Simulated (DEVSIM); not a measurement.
Device: Si p+/n-/n+ power diode, at 350 K.

```tsv
layer (left to right)	material	thickness (μm)	Nd (cm⁻³)	Na (cm⁻³)	τn (s)	τp (s)
1	Si	1.60	-	6.4e18	1.6e-7	1.6e-7
2	Si	4.50	4e15	-	1.6e-7	1.6e-7
3	Si	1.00	3.7e18	-	1.6e-7	1.6e-7
```

Left contact: ohmic. Right contact: ohmic. Voltage is applied to the left contact. Recombination: SRH at mid-gap, Auger. Mobility is μmin + (μ − μmin)/(1 + (N/Nref)^α).

Constants are typed, rounded textbook-type inputs, not results; the design itself was drawn at random and stands for no fabricated device. Values at 300 K; Nc and Nv go as T^1.5, mobilities as T to minus their exponent, the gap by Varshni's rule with the affinity fixed.

| parameter | Si |
|---|---|
| gap (eV) | 1.124 |
| affinity (eV) | 4.05 |
| permittivity | 11.7 |
| Nc (cm⁻³) | 2.86e19 |
| Nv (cm⁻³) | 3.1e19 |
| μn (cm²/Vs) | 1417 |
| μp (cm²/Vs) | 470 |
| μn,min | 52 |
| μp,min | 45 |
| Nref,n | 9.7e16 |
| Nref,p | 2.2e17 |
| αn | 0.68 |
| αp | 0.72 |
| T exponent of μn | 2.3 |
| T exponent of μp | 2.2 |
| Cn (cm⁶/s) | 2.8e-31 |
| Cp (cm⁶/s) | 9.9e-32 |
| Varshni α (eV/K) | 0.000473 |
| Varshni β (K) | 636 |

Model (solved in DEVSIM): 1D drift-diffusion, Boltzmann statistics, complete ionisation; no tunnelling, impact ionisation, image-force lowering or self-heating.

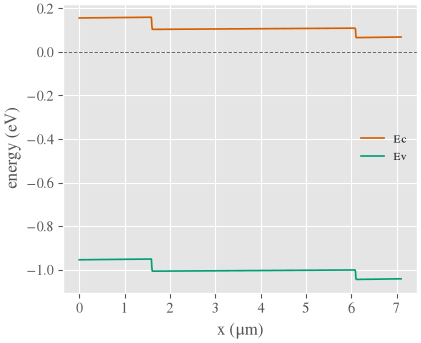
Figure: Band edges at 0.9 V on the left contact

Energies count from the Fermi level of the right contact; mesh points crowd at the junctions.

```json
[
 {"x (μm)": "0.000", "Ec (eV)": "0.156", "Ev (eV)": "-0.955", "n (cm⁻³)": "22000", "p (cm⁻³)": "6.4e18", "field (V/cm)": "21"},
 {"x (μm)": "0.03927", "Ec (eV)": "0.156", "Ev (eV)": "-0.954", "n (cm⁻³)": "4.2e15", "p (cm⁻³)": "6.4e18", "field (V/cm)": "21"},
 {"x (μm)": "0.1474", "Ec (eV)": "0.156", "Ev (eV)": "-0.954", "n (cm⁻³)": "1.6e16", "p (cm⁻³)": "6.4e18", "field (V/cm)": "21"},
 {"x (μm)": "0.4204", "Ec (eV)": "0.157", "Ev (eV)": "-0.954", "n (cm⁻³)": "4.4e16", "p (cm⁻³)": "6.4e18", "field (V/cm)": "21"},
 {"x (μm)": "1.204", "Ec (eV)": "0.159", "Ev (eV)": "-0.952", "n (cm⁻³)": "1.2e17", "p (cm⁻³)": "6.5e18", "field (V/cm)": "21"},
 {"x (μm)": "1.462", "Ec (eV)": "0.159", "Ev (eV)": "-0.952", "n (cm⁻³)": "1.5e17", "p (cm⁻³)": "6.5e18", "field (V/cm)": "20"},
 {"x (μm)": "1.564", "Ec (eV)": "0.159", "Ev (eV)": "-0.951", "n (cm⁻³)": "1.6e17", "p (cm⁻³)": "6.6e18", "field (V/cm)": "20"},
 {"x (μm)": "1.611", "Ec (eV)": "0.105", "Ev (eV)": "-1.006", "n (cm⁻³)": "1.0e18", "p (cm⁻³)": "1.1e18", "field (V/cm)": "-3200"},
 {"x (μm)": "1.671", "Ec (eV)": "0.104", "Ev (eV)": "-1.007", "n (cm⁻³)": "1.0e18", "p (cm⁻³)": "1.0e18", "field (V/cm)": "12"},
 {"x (μm)": "1.828", "Ec (eV)": "0.104", "Ev (eV)": "-1.007", "n (cm⁻³)": "1.0e18", "p (cm⁻³)": "1.0e18", "field (V/cm)": "12"},
 {"x (μm)": "2.268", "Ec (eV)": "0.105", "Ev (eV)": "-1.006", "n (cm⁻³)": "1.0e18", "p (cm⁻³)": "1.0e18", "field (V/cm)": "12"},
 {"x (μm)": "4.026", "Ec (eV)": "0.107", "Ev (eV)": "-1.004", "n (cm⁻³)": "9.7e17", "p (cm⁻³)": "9.7e17", "field (V/cm)": "12"},
 {"x (μm)": "5.360", "Ec (eV)": "0.108", "Ev (eV)": "-1.002", "n (cm⁻³)": "9.4e17", "p (cm⁻³)": "9.4e17", "field (V/cm)": "12"},
 {"x (μm)": "5.834", "Ec (eV)": "0.109", "Ev (eV)": "-1.002", "n (cm⁻³)": "9.3e17", "p (cm⁻³)": "9.3e17", "field (V/cm)": "12"},
 {"x (μm)": "6.048", "Ec (eV)": "0.109", "Ev (eV)": "-1.001", "n (cm⁻³)": "9.3e17", "p (cm⁻³)": "9.2e17", "field (V/cm)": "12"},
 {"x (μm)": "6.095", "Ec (eV)": "0.103", "Ev (eV)": "-1.007", "n (cm⁻³)": "1.1e18", "p (cm⁻³)": "7.6e17", "field (V/cm)": "-19000"},
 {"x (μm)": "6.130", "Ec (eV)": "0.066", "Ev (eV)": "-1.045", "n (cm⁻³)": "3.9e18", "p (cm⁻³)": "2.1e17", "field (V/cm)": "26"},
 {"x (μm)": "6.214", "Ec (eV)": "0.066", "Ev (eV)": "-1.045", "n (cm⁻³)": "3.9e18", "p (cm⁻³)": "1.9e17", "field (V/cm)": "27"},
 {"x (μm)": "6.577", "Ec (eV)": "0.067", "Ev (eV)": "-1.044", "n (cm⁻³)": "3.8e18", "p (cm⁻³)": "1.2e17", "field (V/cm)": "28"},
 {"x (μm)": "6.902", "Ec (eV)": "0.068", "Ev (eV)": "-1.043", "n (cm⁻³)": "3.7e18", "p (cm⁻³)": "4.5e16", "field (V/cm)": "29"},
 {"x (μm)": "7.037", "Ec (eV)": "0.068", "Ev (eV)": "-1.042", "n (cm⁻³)": "3.7e18", "p (cm⁻³)": "1.4e16", "field (V/cm)": "29"},
 {"x (μm)": "7.100", "Ec (eV)": "0.069", "Ev (eV)": "-1.042", "n (cm⁻³)": "3.7e18", "p (cm⁻³)": "39000", "field (V/cm)": "30"}
]
```
